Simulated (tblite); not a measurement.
**Run report: C3H11ClGeSi2, geometry relaxation (part 2 of 2)**

The same run, continued: C3H11ClGeSi2; GFN2-xTB geometry optimisation, gas phase (tblite 0.8.0). It belongs to a series of runs on one base structure; here: C replaced by Ge.

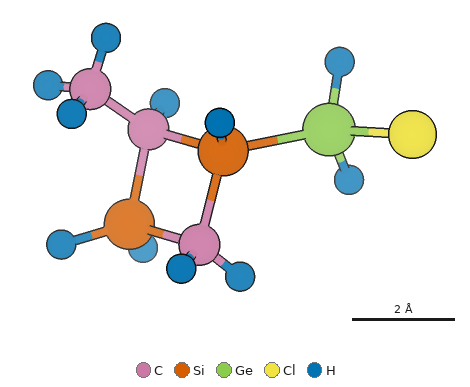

**Figure 1.** The geometry at step 110 of the log (ball-and-stick view, seen on its broad side).

Trajectory as extended XYZ, continued:
```
18
Properties=species:S:1:pos:R:3:forces:R:3 step=85 energy=-598.19478
C    -0.3013    2.3156    0.4309   -0.0050   0.0110  -0.0030
C    -0.3008    1.0305   -0.3862   -0.0090   0.0110   0.0060
Si   -1.9792    0.1071   -0.6066   -0.0150  -0.0100  -0.0210
C    -1.1129   -1.4728    0.0503    0.0030   0.0050   0.0390
Si    0.5097   -0.5213    0.4245   -0.0150   0.0190  -0.0090
Ge    2.3400   -1.3753   -0.7987    0.0370  -0.0340   0.0020
Cl    3.4362   -2.8502    0.2585    0.0150   0.0020   0.0080
H    -0.7853    2.1646    1.3932   -0.0030  -0.0150  -0.0070
H     0.7164    2.6591    0.6165   -0.0230   0.0070  -0.0100
H    -0.8344    3.1058   -0.0971    0.0000   0.0000   0.0310
H     0.1565    1.2602   -1.3530   -0.0010  -0.0370  -0.0090
H    -2.4721    0.0132   -1.9813    0.0140   0.0130  -0.0140
H    -3.0434    0.5815    0.2784    0.0290   0.0260   0.0070
H    -1.5863   -1.9332    0.9113   -0.0340  -0.0040   0.0130
H    -0.9977   -2.2558   -0.6966    0.0100   0.0060   0.0030
H     0.8292   -0.3484    1.8494    0.0050  -0.0260  -0.0210
H     3.4213   -0.3914   -1.2521   -0.0120  -0.0030  -0.0130
H     1.9953   -2.0829   -2.1124    0.0030   0.0300   0.0000
18
Properties=species:S:1:pos:R:3:forces:R:3 step=97 energy=-598.19965
C    -0.3629    2.3115    0.4815    0.0120  -0.0080   0.0150
C    -0.2687    1.0522   -0.3700    0.0200  -0.0020   0.0010
Si   -1.9111    0.0946   -0.6834   -0.0300   0.0050  -0.0180
C    -1.0925   -1.4423    0.1223   -0.0100  -0.0170   0.0030
Si    0.5400   -0.4929    0.4554    0.0640  -0.0060  -0.0270
Ge    2.3025   -1.3963   -0.8429   -0.0290   0.0040   0.0090
Cl    3.4232   -2.8745    0.1855    0.0040  -0.0010  -0.0100
H    -0.8869    2.1078    1.4130    0.0160  -0.0030  -0.0020
H     0.6292    2.6913    0.7270   -0.0380   0.0060  -0.0060
H    -0.9060    3.0947   -0.0461    0.0080  -0.0020   0.0110
H     0.2309    1.3201   -1.3048    0.0160  -0.0080  -0.0050
H    -2.2748   -0.0555   -2.0936    0.0070  -0.0090   0.0130
H    -3.0389    0.6181    0.0873   -0.0080   0.0050  -0.0020
H    -1.6056   -1.8177    1.0030    0.0090   0.0110  -0.0070
H    -0.9655   -2.2887   -0.5504   -0.0270   0.0040   0.0090
H     0.9396   -0.3438    1.8611   -0.0190   0.0120   0.0050
H     3.3824   -0.4621   -1.3926   -0.0070   0.0180   0.0060
H     1.8563   -2.1101   -2.1230    0.0130  -0.0100   0.0050
18
Properties=species:S:1:pos:R:3:forces:R:3 step=110 energy=-598.20327
C    -0.4169    2.2913    0.5318   -0.0100  -0.0190   0.0020
C    -0.2235    1.0705   -0.3590   -0.0150  -0.0010  -0.0190
Si   -1.8389    0.0914   -0.7515    0.0160  -0.0140  -0.0060
C    -1.0837   -1.4005    0.1912    0.0180   0.0270  -0.0060
Si    0.5766   -0.4770    0.4671   -0.0120  -0.0090   0.0020
Ge    2.2658   -1.4239   -0.8904   -0.0070  -0.0090  -0.0280
Cl    3.4306   -2.8965    0.0945    0.0080   0.0060   0.0110
H    -0.9628    2.0223    1.4330    0.0040   0.0000   0.0230
H     0.5366    2.7225    0.8311    0.0280  -0.0030  -0.0050
H    -0.9871    3.0593    0.0109    0.0070   0.0090   0.0030
H     0.3129    1.3885   -1.2568   -0.0090   0.0030  -0.0020
H    -2.0720   -0.1418   -2.1767    0.0060  -0.0130  -0.0150
H    -3.0334    0.6574   -0.1255   -0.0090   0.0010   0.0100
H    -1.6100   -1.6639    1.1034   -0.0240   0.0070   0.0060
H    -0.9968   -2.3130   -0.3942   -0.0020  -0.0100  -0.0040
H     1.0137   -0.3230    1.8610    0.0080   0.0070   0.0060
H     3.3184   -0.4965   -1.5046   -0.0120   0.0050   0.0110
H     1.7618   -2.1608   -2.1362    0.0040   0.0130   0.0100
18
Properties=species:S:1:pos:R:3:forces:R:3 step=122 energy=-598.20521
C    -0.4220    2.2771    0.5507    0.0090  -0.0070  -0.0080
C    -0.2156    1.0727   -0.3606   -0.0200  -0.0140  -0.0020
Si   -1.8202    0.0877   -0.7822    0.0060   0.0000   0.0110
C    -1.0948   -1.3860    0.2104    0.0000   0.0140   0.0110
Si    0.5755   -0.4785    0.4691    0.0200   0.0030  -0.0120
Ge    2.2489   -1.4333   -0.9026    0.0030   0.0210   0.0070
Cl    3.4495   -2.8854    0.0711   -0.0030   0.0120   0.0050
H    -0.9519    1.9892    1.4567    0.0030  -0.0020  -0.0220
H     0.5293    2.7183    0.8438    0.0180  -0.0080   0.0030
H    -1.0068    3.0447    0.0456   -0.0070   0.0050   0.0110
H     0.3276    1.4083   -1.2479   -0.0010  -0.0040   0.0150
H    -2.0046   -0.1856   -2.2080    0.0000   0.0060  -0.0010
H    -3.0312    0.6639   -0.1968   -0.0070  -0.0010  -0.0150
H    -1.6347   -1.5994    1.1283   -0.0050  -0.0050   0.0070
H    -1.0236   -2.3232   -0.3365    0.0000  -0.0050  -0.0040
H     1.0381   -0.3083    1.8535   -0.0050  -0.0040   0.0020
H     3.2783   -0.4828   -1.5203   -0.0030  -0.0040   0.0030
H     1.7496   -2.1730   -2.1447   -0.0080  -0.0060  -0.0120
18
Properties=species:S:1:pos:R:3:forces:R:3 step=134 energy=-598.20605
C    -0.4157    2.2680    0.5558    0.0010   0.0050   0.0010
C    -0.2181    1.0690   -0.3635    0.0030   0.0030   0.0040
Si   -1.8211    0.0854   -0.7885   -0.0030   0.0030   0.0020
C    -1.1042   -1.3805    0.2223   -0.0010  -0.0050   0.0030
Si    0.5733   -0.4815    0.4649    0.0010  -0.0020  -0.0030
Ge    2.2448   -1.4278   -0.9112   -0.0020   0.0000   0.0010
Cl    3.4554   -2.8614    0.0767    0.0010   0.0020  -0.0010
H    -0.9421    1.9741    1.4616   -0.0010   0.0030  -0.0060
H     0.5403    2.7009    0.8476    0.0020  -0.0040   0.0030
H    -1.0000    3.0434    0.0622    0.0000  -0.0010   0.0000
H     0.3254    1.4073   -1.2491    0.0010   0.0010   0.0000
H    -1.9826   -0.1952   -2.2159    0.0010  -0.0050  -0.0030
H    -3.0456    0.6649   -0.2356    0.0020   0.0000   0.0030
H    -1.6417   -1.5771    1.1456   -0.0030   0.0030   0.0010
H    -1.0435   -2.3261   -0.3114    0.0000  -0.0030  -0.0040
H     1.0438   -0.3114    1.8469   -0.0040  -0.0020   0.0020
H     3.2679   -0.4698   -1.5252    0.0010   0.0020  -0.0070
H     1.7550   -2.1758   -2.1539    0.0020   0.0020   0.0050
```

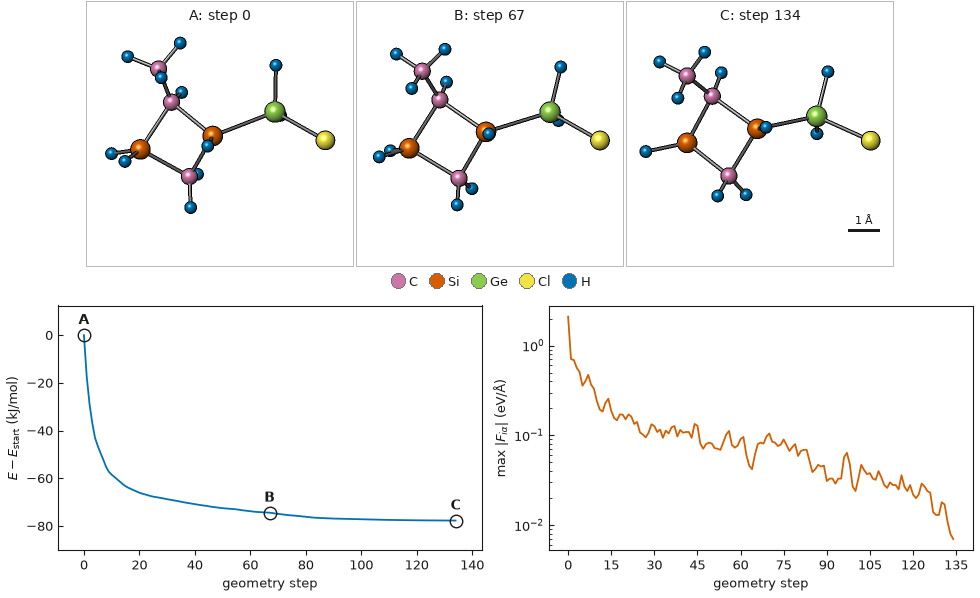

**Figure 2.** Frames of the relaxation (ball-and-stick view, seen at a tilt) above the curves, on which the letters mark them (steps are counted from 0).

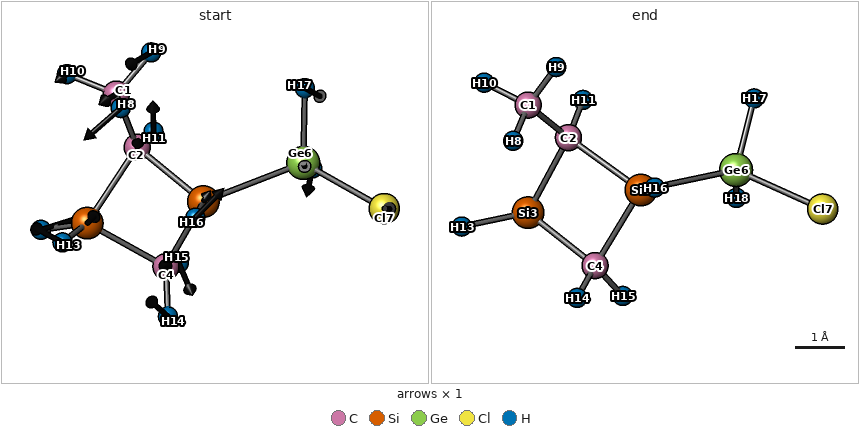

**Figure 3.** Before (left) and after (right) the relaxation, at one scale (ball-and-stick view, seen at a tilt). The black arrows give the displacements, at true length. H13 moves most after the best rigid fit: 1.58 Å. By element the largest moves are H 1.58 Å, Cl 0.67 Å, Si 0.64 Å, C 0.61 Å, Ge 0.49 Å. Distances before and after: Si5–Ge6 2.288 → 2.363 Å, C2–Si3 1.855 → 1.928 Å, Si3–C4 1.869 → 1.920 Å, Ge6–Cl7 2.164 → 2.121 Å. Among the angles that change: Si5–Ge6–H17 106.9° → 117.1°, H14–C4–H15 115.6° → 106.7°, C1–C2–H11 116.3° → 108.0°. After 134 geometry steps the energy has fallen by 77.7 kJ/mol. The largest force component goes from 2.1 to 0.007 eV/Å. (Atoms are counted from 1 in the order of the input.)

The run was set up as follows.

Input:
```
{"job": {"kind": "relax", "xc": "GFN2-xTB", "basis": "xTB"}, "charge": 0, "multiplicity": 1}
C     -0.044100     2.174600     0.081200
C     -0.376900     0.869400    -0.572000
Si    -2.038400     0.134900    -0.197300
C     -1.184700    -1.521300    -0.338400
Si     0.300000    -0.621200     0.381100
Ge     2.337600    -1.189500    -0.490100
Cl     3.404100    -2.636300     0.715400
H      0.037100     2.105100     1.200200
H      0.976000     2.471400    -0.256500
H     -0.722900     3.003100    -0.221800
H     -0.072400     0.758800    -1.626900
H     -3.067500     0.308700    -1.229200
H     -2.481300     0.340800     1.192700
H     -1.611900    -2.295200     0.323100
H     -1.075100    -1.808400    -1.401100
H      0.192500    -0.527500     1.836300
H      3.199500     0.118700    -0.522500
H      2.219600    -1.679800    -1.945000
```

The first line tells a small driver script what to run in tblite; the rest is the geometry in Å.

Launch command:
```bash
OMP_NUM_THREADS=1 python <driver script> task.json out
```

Results in brief:

- outcome: converged
- total energy: −598.2061 eV
- hardware: 1 CPU thread, shared host
- wall time: 2.6 s
- peak memory: 0.18 GiB
